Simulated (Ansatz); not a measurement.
# AsH− (quartet): wave-function methods side by side, aug-cc-pVTZ

Aim: climb from Hartree-Fock through coupled cluster and multireference methods for AsH− (quartet) at one geometry and basis, and see what each rung misses.

Computed with Ansatz 0.2.0, Gaussian basis. Level: aug-cc-pVTZ, core rule «outside noble gas», up to 14 orbitals frozen.

Plan: UHF; CCSD(T) on ROHF; CCSD(T) on UHF; BCCD(T) on ROHF; CCSDT(Q) on ROHF; CCSDT(Q) on UHF; CASSCF and MRCISD+Q, 7 electrons in 5 orbitals; CASSCF and NEVPT2, 7 electrons in 5 orbitals.

13 further runs of the same task are left out: 5 that didn't finish, 8 set aside as unsound or not needed. Runs told in other sessions of the task aren't counted.

## Step 1: The system

The geometry is a PBE0/def2-TZVPD stationary point (not a proven minimum) of the parent state, kept for this charge and spin. No spin-orbit coupling is included. The filled d shell of As may be among the frozen orbitals whatever the setting's name suggests.

2 atoms, charge -1, spin multiplicity 4.

Atoms are counted from 1 here; the program's logs count them from 0.

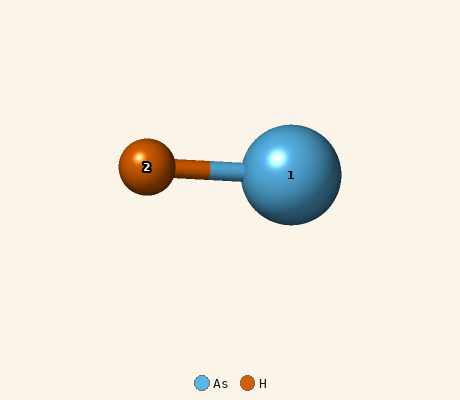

The structure; arsenic blue, hydrogen orange; atoms are numbered from 1 in the order of the file.

In the tables R marks a restricted open-shell determinant and U an unrestricted one; 'valence' is the active space of 7 electrons in 5 orbitals; energies count from the table's Hartree-Fock row.

## Step 2: UHF

in.yaml

```yaml
crystal:
  periodic: [false, false, false]
  atoms:
    - {symbol: As, position_ang: [0.000000, 0.000000, 0.000000]}
    - {symbol: H, position_ang: [0.000000, 0.000000, 1.547800]}
basis:
  gaussian: {orbitals: aug-cc-pVTZ}
total_charge: -1
magnetization: {spin_polarized: true, initial_magnetization: 3}
hamiltonian: {xc: hf}
output: {orbitals: {seedname: orbitals}}
```

Run with:

```
> ansatz run in.yaml --threads 1 --pin off --events-out ev --progress --plain --max-ram 2393MiB
```

The program printed:

```text
Functional definition: HF
  name "HF"
  cite "Fock, Z. Phys. 61, 126 (1930) doi:10.1007/BF01340294"
  parent pbe
  exchange = exact_x
  correlation = 0
609 factors; their error is unknown
mean field evaluation 1: about -60807.8920 eV, gradient 1.4e1 eV
mean field evaluation 2: about -60809.8223 eV, gradient 7.2e0 eV
mean field evaluation 4: about -60810.0721 eV, gradient 7.3e-1 eV
mean field evaluation 8: about -60811.3310 eV, gradient 7.9e-1 eV
mean field evaluation 16: about -60809.1235 eV, gradient 1.4e1 eV
mean field evaluation 32: about -60810.4133 eV, gradient 4.6e-1 eV
mean field evaluation 64: about -60810.3302 eV, gradient 2.4e-2 eV
mean field evaluation 96: about -60798.4169 eV, gradient 8.6e0 eV
a density is far from that of the atoms, so the factors are made again for it
529 factors; integrals over basis functions are off by at most 9.8e-4 eV
mean field -60811.33322242 eV, -2234.7752765220 hartree, gradient 1.6e-5 eV, S^2 3.770771; 0 other end points of the search recorded, 0 dependent functions left out
reference -60811.33322242 eV, -2234.7752765220 hartree; 19, 16 occupied and 63, 66 virtual orbitals, 529 factors
Total energy: -60811.33322242 eV, -2234.7752765220 hartree
```

Wall time 3 s (1 thread of Arm Neoverse V1, shared host).

From the report: ⟨S²⟩ of the determinant 3.771 (pure quartet: 3.75).

## Step 3: CCSD(T) on ROHF

in.yaml

```yaml
crystal:
  periodic: [false, false, false]
  atoms:
    - {symbol: As, position_ang: [0.000000, 0.000000, 0.000000]}
    - {symbol: H, position_ang: [0.000000, 0.000000, 1.547800]}
basis:
  gaussian: {orbitals: aug-cc-pVTZ}
total_charge: -1
magnetization: {spin_polarized: false, initial_magnetization: 3}
correlation: {method: ccsd_t, electrons: outside_noble_gas}
output: {forces: true}
```

Launched as before.

The program printed, shortened:

```text
Functional definition: HF
  name "HF"
  cite "Fock, Z. Phys. 61, 126 (1930) doi:10.1007/BF01340294"
  parent pbe
[...]
498 factors; integrals over basis functions are off by at most 9.8e-4 eV
[...]
a density is far from that of the atoms, so the factors are made again for it
529 factors; integrals over basis functions are off by at most 9.8e-4 eV
[...]
mean field -60811.16598057 eV, -2234.7691304970 hartree, gradient 6.9e-6 eV, S^2 3.750000; 11 other end points of the search recorded, 0 dependent functions left out
[...]
determinant -60811.16598057 eV, -2234.7691304970 hartree, with singles and doubles -60814.78178865 eV, -2234.9020089934 hartree
determinant -60810.26085530 eV, -2234.7358677571 hartree, with singles and doubles -60813.82381522 eV, -2234.8668041192 hartree
determinant -60810.03597159 eV, -2234.7276034333 hartree, with singles and doubles -60813.58539676 eV, -2234.8580424023 hartree
determinant -60808.93786437 eV, -2234.6872487370 hartree, with singles and doubles -60812.64719167 eV, -2234.8235640011 hartree
14 core orbitals not correlated: weight in the atoms' cores, before any rotation towards them, 1.000 or more for the frozen orbitals, at most 0.000 for the correlated occupied ones
reference -60811.16598057 eV, -2234.7691304970 hartree; 5, 2 occupied and 63, 66 virtual orbitals, 529 factors
second order -2.94004219 eV of doubles, -0.08525369 eV of singles
cycle   1  -3.56134831 eV  change   -2.2e-1 eV  update   2.4e-2
[...]
cycle  13  -3.57490114 eV  change    3.8e-8 eV  update   2.5e-7
perturbative correction -0.13691414 eV, -0.0050315017 hartree
[...]
Total energy: -60814.87779584 eV, -2234.9055371925 hartree
Atom 0 at     0.000000     0.000000     0.000000 Å, force    -0.000000     0.000000    -0.069730 eV/Å
Atom 1 at     0.000000     0.000000     1.547800 Å, force     0.000000    -0.000000     0.069730 eV/Å
Dipole moment:    -0.000000    -0.000000    -0.983560 e Å
```

It took 25 s on 1 thread of Arm Neoverse V1, shared host; peak memory 0.38 GiB.

From the report: correlation -3.7118 eV; T1 0.038; largest double amplitude 0.05.

## Step 4: CCSD(T) on UHF

Changes to in.yaml since step 3:

```diff
@@ -8,3 +8,3 @@
 total_charge: -1
-magnetization: {spin_polarized: false, initial_magnetization: 3}
+magnetization: {spin_polarized: true, initial_magnetization: 3}
 correlation: {method: ccsd_t, electrons: outside_noble_gas}
```

Same command.

The program printed, shortened:

```text
Functional definition: HF
  name "HF"
  cite "Fock, Z. Phys. 61, 126 (1930) doi:10.1007/BF01340294"
  parent pbe
[...]
498 factors; integrals over basis functions are off by at most 9.8e-4 eV
[...]
a density is far from that of the atoms, so the factors are made again for it
529 factors; integrals over basis functions are off by at most 9.8e-4 eV
[...]
mean field -60811.33322242 eV, -2234.7752765220 hartree, gradient 3.6e-6 eV, S^2 3.770771; 11 other end points of the search recorded, 0 dependent functions left out
determinant -60811.33322242 eV, -2234.7752765220 hartree, with singles and doubles -60814.78731608 eV, -2234.9022121226 hartree
determinant -60810.41683455 eV, -2234.7415998887 hartree, with singles and doubles -60813.83024046 eV, -2234.8670402424 hartree
determinant -60810.20879896 eV, -2234.7339547219 hartree, with singles and doubles -60813.59132590 eV, -2234.8582602942 hartree
determinant -60809.02791852 eV, -2234.6905581660 hartree, with singles and doubles -60812.63720238 eV, -2234.8231969015 hartree
14 core orbitals not correlated: weight in the atoms' cores, before any rotation towards them, 1.000 or more for the frozen orbitals, at most 0.000 for the correlated occupied ones
reference -60811.33322242 eV, -2234.7752765220 hartree; 5, 2 occupied and 63, 66 virtual orbitals, 529 factors
second order -2.83215659 eV of doubles, -0.00000000 eV of singles
cycle   1  -3.40710166 eV  change   -2.2e-1 eV  update   2.3e-2
[...]
cycle  13  -3.42179916 eV  change    1.0e-7 eV  update   2.8e-7
perturbative correction -0.13176790 eV, -0.0048423810 hartree
[...]
Total energy: -60814.88678948 eV, -2234.9058677025 hartree
Atom 0 at     0.000000     0.000000     0.000000 Å, force     0.000000     0.000000    -0.070153 eV/Å
Atom 1 at     0.000000     0.000000     1.547800 Å, force    -0.000000    -0.000000     0.070153 eV/Å
Dipole moment:    -0.000000    -0.000000    -0.985407 e Å
```

Run time: 25 s. Hardware: 1 thread of Arm Neoverse V1, shared host; peak memory 0.38 GiB.

From the report: ⟨S²⟩ of the determinant 3.771 (pure quartet: 3.75); correlation -3.5536 eV; T1 0.037; largest double amplitude 0.05.

## Step 5: BCCD(T) on ROHF

in.yaml

```yaml
crystal:
  periodic: [false, false, false]
  atoms:
    - {symbol: As, position_ang: [0.000000, 0.000000, 0.000000]}
    - {symbol: H, position_ang: [0.000000, 0.000000, 1.547800]}
basis:
  gaussian: {orbitals: aug-cc-pVTZ}
total_charge: -1
magnetization: {spin_polarized: false, initial_magnetization: 3}
correlation: {method: bccd_t, electrons: outside_noble_gas}
```

Launched as before.

The program printed, shortened:

```text
Functional definition: HF
  name "HF"
  cite "Fock, Z. Phys. 61, 126 (1930) doi:10.1007/BF01340294"
  parent pbe
[...]
498 factors; integrals over basis functions are off by at most 9.8e-4 eV
[...]
a density is far from that of the atoms, so the factors are made again for it
529 factors; integrals over basis functions are off by at most 9.8e-4 eV
[...]
mean field -60811.16598057 eV, -2234.7691304970 hartree, gradient 6.9e-6 eV, S^2 3.750000; 11 other end points of the search recorded, 0 dependent functions left out
[...]
determinant -60811.16598057 eV, -2234.7691304970 hartree, with singles and doubles -60814.78178865 eV, -2234.9020089934 hartree
determinant -60810.26085530 eV, -2234.7358677571 hartree, with singles and doubles -60813.82381522 eV, -2234.8668041192 hartree
determinant -60810.03597159 eV, -2234.7276034333 hartree, with singles and doubles -60813.58539676 eV, -2234.8580424023 hartree
determinant -60808.93786437 eV, -2234.6872487370 hartree, with singles and doubles -60812.64719167 eV, -2234.8235640011 hartree
14 core orbitals not correlated: weight in the atoms' cores, before any rotation towards them, 1.000 or more for the frozen orbitals, at most 0.000 for the correlated occupied ones
reference -60811.16598057 eV, -2234.7691304970 hartree; 5, 2 occupied and 63, 66 virtual orbitals, 529 factors
second order -2.94004219 eV of doubles, -0.08525369 eV of singles
cycle   1  -3.56583086 eV  change   -2.3e-1 eV  update   2.5e-2
[...]
cycle  11  -3.57287844 eV  change   -3.1e-7 eV  update   4.3e-6
perturbative correction -0.13932659 eV, -0.0051201578 hartree
Total energy: -60814.87818560 eV, -2234.9055515158 hartree
```

Wall time 18 s (1 thread of Arm Neoverse V1, shared host); peak memory 0.3 GiB.

From the report: correlation -3.7122 eV; largest double amplitude 0.05.

## Step 6: CCSDT(Q) on ROHF

Changes to in.yaml since step 5:

```diff
@@ -9,2 +9,2 @@
 magnetization: {spin_polarized: false, initial_magnetization: 3}
-correlation: {method: bccd_t, electrons: outside_noble_gas}
+correlation: {method: ccsdt_q, electrons: outside_noble_gas}
```

Launched as before.

The program printed, shortened:

```text
Functional definition: HF
  name "HF"
  cite "Fock, Z. Phys. 61, 126 (1930) doi:10.1007/BF01340294"
  parent pbe
[...]
861 factors; integrals over basis functions are off by at most 1.7e-7 eV
[...]
a density is far from that of the atoms, so the factors are made again for it
884 factors; integrals over basis functions are off by at most 1.7e-7 eV
[...]
mean field -60811.16597890 eV, -2234.7691304357 hartree, gradient 6.5e-6 eV, S^2 3.750000; 9 other end points of the search recorded, 0 dependent functions left out
[...]
determinant -60811.16597890 eV, -2234.7691304357 hartree, with singles and doubles -60814.78179521 eV, -2234.9020092343 hartree
determinant -60810.26085834 eV, -2234.7358678689 hartree, with singles and doubles -60813.82382515 eV, -2234.8668044840 hartree
determinant -60810.03597483 eV, -2234.7276035523 hartree, with singles and doubles -60813.58497458 eV, -2234.8580268873 hartree
determinant -60808.93786591 eV, -2234.6872487936 hartree, with singles and doubles -60812.64719947 eV, -2234.8235642876 hartree
14 core orbitals not correlated: weight in the atoms' cores, before any rotation towards them, 1.000 or more for the frozen orbitals, at most 0.000 for the correlated occupied ones
reference -60811.16597890 eV, -2234.7691304357 hartree; 5, 2 occupied and 63, 66 virtual orbitals, 884 factors
second order -2.94005051 eV of doubles, -0.08525370 eV of singles
cycle   1  -3.41910321 eV  change   -3.9e-1 eV  update   7.1e-2
[...]
cycle  16  -3.73533092 eV  change   -3.2e-7 eV  update   2.3e-7
perturbative correction -0.00472444 eV, -0.0001736198 hartree
Total energy: -60814.90603425 eV, -2234.9065749350 hartree
```

Wall time 86 s (1 thread of Arm Neoverse V1, shared host); peak memory 0.7 GiB.

From the report: correlation -3.7401 eV; T1 0.040; largest double amplitude 0.06.

## Step 7: CCSDT(Q) on UHF

Changes to in.yaml since step 6:

```diff
@@ -8,3 +8,3 @@
 total_charge: -1
-magnetization: {spin_polarized: false, initial_magnetization: 3}
+magnetization: {spin_polarized: true, initial_magnetization: 3}
 correlation: {method: ccsdt_q, electrons: outside_noble_gas}
```

The command is unchanged.

The program printed, shortened:

```text
Functional definition: HF
  name "HF"
  cite "Fock, Z. Phys. 61, 126 (1930) doi:10.1007/BF01340294"
  parent pbe
[...]
861 factors; integrals over basis functions are off by at most 1.7e-7 eV
[...]
a density is far from that of the atoms, so the factors are made again for it
884 factors; integrals over basis functions are off by at most 1.7e-7 eV
[...]
mean field -60811.33322090 eV, -2234.7752764658 hartree, gradient 6.8e-6 eV, S^2 3.770771; 12 other end points of the search recorded, 0 dependent functions left out
determinant -60811.33322090 eV, -2234.7752764658 hartree, with singles and doubles -60814.78986312 eV, -2234.9023057247 hartree
determinant -60810.41683763 eV, -2234.7416000020 hartree, with singles and doubles -60813.83040835 eV, -2234.8670464120 hartree
determinant -60810.20880224 eV, -2234.7339548423 hartree, with singles and doubles -60813.59209622 eV, -2234.8582886028 hartree
determinant -60809.02791893 eV, -2234.6905581812 hartree, with singles and doubles -60812.63668301 eV, -2234.8231778150 hartree
determinant -60808.54230352 eV, -2234.6727121439 hartree, with singles and doubles -60812.25657524 eV, -2234.8092091121 hartree
14 core orbitals not correlated: weight in the atoms' cores, before any rotation towards them, 1.000 or more for the frozen orbitals, at most 0.000 for the correlated occupied ones
reference -60811.33322090 eV, -2234.7752764658 hartree; 5, 2 occupied and 63, 66 virtual orbitals, 884 factors
second order -2.83216490 eV of doubles, -0.00000000 eV of singles
cycle   1  -3.23911157 eV  change   -4.1e-1 eV  update   7.3e-2
[...]
cycle  16  -3.57795269 eV  change   -5.1e-7 eV  update   2.6e-7
perturbative correction -0.00460639 eV, -0.0001692816 hartree
Total energy: -60814.91577997 eV, -2234.9069330834 hartree
```

It took 81 s on 1 thread of Arm Neoverse V1, shared host; peak memory 0.67 GiB.

From the report: ⟨S²⟩ of the determinant 3.771 (pure quartet: 3.75); correlation -3.5826 eV; T1 0.038; largest double amplitude 0.05.

## Step 8: CASSCF and MRCISD+Q, 7 electrons in 5 orbitals

in.yaml

```yaml
crystal:
  periodic: [false, false, false]
  atoms:
    - {symbol: As, position_ang: [0.000000, 0.000000, 0.000000]}
    - {symbol: H, position_ang: [0.000000, 0.000000, 1.547800]}
basis:
  gaussian: {orbitals: aug-cc-pVTZ}
total_charge: -1
magnetization: {spin_polarized: false, initial_magnetization: 3}
correlation: {method: fic_mrcisd_q, electrons: outside_noble_gas, active_space: {window: {electrons: 7, orbitals: 5}, shells: [{species: As, l: s, shell: 4}, {species: As, l: p, shell: 4}, {species: H, l: s, shell: 1}]}}
```

The command is unchanged.

The program printed, shortened:

```text
Functional definition: HF
  name "HF"
  cite "Fock, Z. Phys. 61, 126 (1930) doi:10.1007/BF01340294"
  parent pbe
[...]
861 factors; integrals over basis functions are off by at most 1.7e-7 eV
[...]
a density is far from that of the atoms, so the factors are made again for it
884 factors; integrals over basis functions are off by at most 1.7e-7 eV
[...]
mean field -60811.16597890 eV, -2234.7691304357 hartree, gradient 6.5e-6 eV, S^2 3.750000; 6 other end points of the search recorded, 0 dependent functions left out
reference -60811.16597890 eV, -2234.7691304357 hartree; 19, 16 occupied and 63, 66 virtual orbitals, 884 factors
state -60811.16597890 eV, -2234.7691304357 hartree
contracted CI cycle   1: correlation 0.00000000 eV, 0.0000000000 hartree, residual 1.43e1 eV
contracted CI cycle   2: correlation -3.27925057 eV, -0.1205102356 hartree, residual 2.50e0 eV
contracted CI cycle   3: correlation -3.41220781 eV, -0.1253963242 hartree, residual 6.69e-1 eV
contracted CI cycle   4: correlation -3.42130545 eV, -0.1257306564 hartree, residual 2.02e-1 eV
contracted CI cycle   5: correlation -3.42206078 eV, -0.1257584140 hartree, residual 6.28e-2 eV
contracted CI cycle   6: correlation -3.42213026 eV, -0.1257609676 hartree, residual 1.70e-2 eV
contracted CI cycle   7: correlation -3.42213488 eV, -0.1257611374 hartree, residual 4.91e-3 eV
contracted CI cycle   8: correlation -3.42213524 eV, -0.1257611503 hartree, residual 1.38e-3 eV
contracted CI cycle   9: correlation -3.42213527 eV, -0.1257611515 hartree, residual 4.42e-4 eV
state -60811.16597890 eV, -2234.7691304357 hartree; corrected -60814.86647386 eV, -2234.9051211174 hartree
Total energy: -60814.86647386 eV, -2234.9051211174 hartree
Checks for a lower state left out: starts, orbital_swaps
```

Run time: 8 s. Hardware: 1 thread of Arm Neoverse V1, shared host.

From the report: 3 determinants; active occupations 2.00, 2.00, 1.00, 1.00, 1.00.

## Step 9: CASSCF and NEVPT2, 7 electrons in 5 orbitals

in.yaml

```yaml
crystal:
  periodic: [false, false, false]
  atoms:
    - {symbol: As, position_ang: [0.000000, 0.000000, 0.000000]}
    - {symbol: H, position_ang: [0.000000, 0.000000, 1.547800]}
basis:
  gaussian: {orbitals: aug-cc-pVTZ}
total_charge: -1
magnetization: {spin_polarized: false, initial_magnetization: 3}
correlation: {method: sc_nevpt2, electrons: outside_noble_gas, active_space: {window: {electrons: 7, orbitals: 5}, shells: [{species: As, l: s, shell: 4}, {species: As, l: p, shell: 4}, {species: H, l: s, shell: 1}]}}
```

The command is unchanged.

The program printed, shortened:

```text
Functional definition: HF
  name "HF"
  cite "Fock, Z. Phys. 61, 126 (1930) doi:10.1007/BF01340294"
  parent pbe
[...]
861 factors; integrals over basis functions are off by at most 1.7e-7 eV
[...]
a density is far from that of the atoms, so the factors are made again for it
884 factors; integrals over basis functions are off by at most 1.7e-7 eV
[...]
mean field -60811.16597890 eV, -2234.7691304357 hartree, gradient 6.5e-6 eV, S^2 3.750000; 6 other end points of the search recorded, 0 dependent functions left out
reference -60811.16597890 eV, -2234.7691304357 hartree; 19, 16 occupied and 63, 66 virtual orbitals, 884 factors
state -60811.16597890 eV, -2234.7691304357 hartree
state -60811.16597890 eV, -2234.7691304357 hartree; corrected -60813.88311705 eV, -2234.8689834210 hartree
Total energy: -60813.88311705 eV, -2234.8689834210 hartree
Checks for a lower state left out: starts, orbital_swaps
```

Run time: 7.5 s. Hardware: 1 thread of Arm Neoverse V1, shared host.

From the report: 3 determinants; active occupations 2.00, 2.00, 1.00, 1.00, 1.00.

## Step 10: Natural occupations

Natural occupations of the CASSCF valence state about the gap (report; correlated orbitals 1 to 5): 2.000, 2.000, 1.000, 1.000, 1.000. The count of effectively unpaired electrons, Σ n²(2 − n)², is 3.00; a single determinant of this spin has 3.

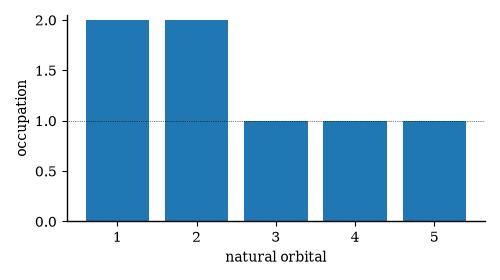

Natural occupations of the CASSCF valence state.

## Step 11: Misses and costs

The yardstick is UCCSDT(Q), where the cluster series has nearly closed. Rows without a time are mean-field rows or come out of runs for another level: lower rungs of the coupled-cluster runs, CASSCF and MRCISD of the multireference runs, or the Hartree-Fock search. The times of RCCSD(T), UCCSD(T) include forces.

Differences are taken before rounding.

| method | energy from the lowest ROHF (kcal/mol) | from UCCSDT(Q) (kcal/mol) | time |
| --- | --- | --- | --- |
| ROHF | 0.00 | +86.47 |  |
| UHF | -3.86 | +82.62 |  |
| RMP2 | -69.76 | +16.71 |  |
| UMP2 | -69.17 | +17.30 |  |
| RCCSD | -82.44 | +4.03 |  |
| UCCSD | -82.77 | +3.71 |  |
| RCCSD(T) | -85.60 | +0.88 | 25 s |
| UCCSD(T) | -85.80 | +0.67 | 25 s |
| BCCD(T) | -85.61 | +0.87 | 18 s |
| RCCSDT | -86.14 | +0.33 |  |
| UCCSDT | -86.37 | +0.11 |  |
| RCCSDT(Q) | -86.25 | +0.22 | 86 s |
| UCCSDT(Q) | -86.47 | 0 | 81 s |
| CASSCF valence | 0.00 | +86.47 |  |
| NEVPT2 valence | -62.66 | +23.81 | 7.5 s |
| MRCISD valence | -78.92 | +7.56 |  |
| MRCISD+Q valence | -85.34 | +1.14 | 8 s |

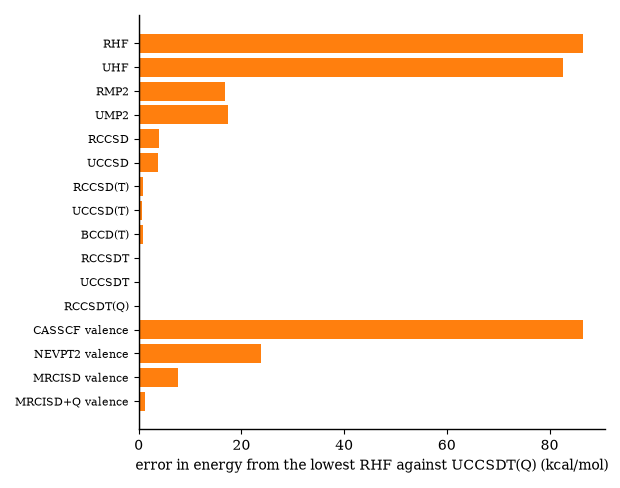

Deviations from UCCSDT(Q), method by method.

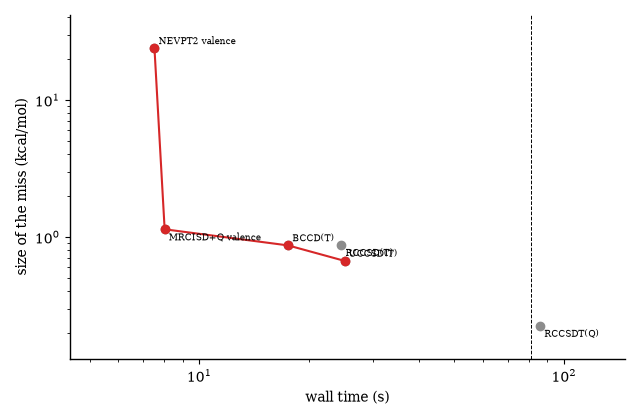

Miss against cost. Red marks the levels that no quicker level drawn beats (of those quicker than the yardstick), and the dashed line is the time of UCCSDT(Q). Times are from a shared host.

## Step 12: Outcome

| quantity | value |
| --- | --- |
| UCCSDT(Q) from the ROHF energy | -3.7498 eV |
| RMP2 from UCCSDT(Q) | +16.71 kcal/mol |
| UMP2 from UCCSDT(Q) | +17.30 kcal/mol |
| RCCSD from UCCSDT(Q) | +4.03 kcal/mol |
| RCCSD(T) from UCCSDT(Q) | +0.88 kcal/mol |
| UCCSD(T) from UCCSDT(Q) | +0.67 kcal/mol |
| RCCSDT(Q) from UCCSDT(Q) | +0.22 kcal/mol |
| NEVPT2 valence from UCCSDT(Q) | +23.81 kcal/mol |
| MRCISD+Q valence from UCCSDT(Q) | +1.14 kcal/mol |
| levels within 1 kcal/mol (43 meV) | RCCSD(T), UCCSD(T), BCCD(T), RCCSDT, UCCSDT, RCCSDT(Q) |
| T1 diagnostic | 0.038 |
| effectively unpaired electrons | 3.00 |

**Reading.** RCCSD(T) misses by +0.88 kcal/mol, 1.0 % of the correlation energy. One determinant dominates. Of the multireference levels listed MRCISD+Q valence comes nearest in total energy (+1.14 kcal/mol), which doesn't show that its space is the better one. These misses are within one basis, not against nature; the frozen cores of restricted and unrestricted runs differ, which can shift their rows. The highest orbital lies above zero: the basis alone holds the extra electron.

UCCSD(T) reaches 0.67 kcal/mol from the reference in 25 s, where UCCSDT(Q) took 81 s; the quickest level in the cost chart, NEVPT2 valence, takes 7.5 s and misses by 23.81 kcal/mol.
